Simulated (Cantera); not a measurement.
Feed: 1 mol SiH4, 0.031 mol HCl, 60 mol H2, equilibrated at 0.210 bar.

Method: chemical equilibrium by Gibbs-energy minimisation in Cantera with the NASA 1993 tables (ideal gas, pure condensed phases). Candidate condensed phases: Si; 19 gas species. Gases not in the tables: Si2H6 and higher silanes. Kinetics and transport are ignored.

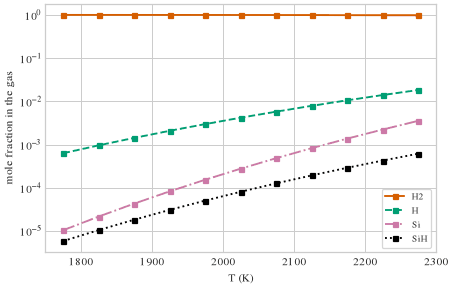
*Equilibrium gas composition (values under 1e-9 drawn at 1e-9)*

From 1775 K to 2275 K the condensed part is Si(l). The main Si-bearing gas is SiH2 at 1775 K and Si at 2275 K. The share of Si in condensed phases is highest at 1775 K (99.7 %) and lowest at 2275 K (70.2 %).
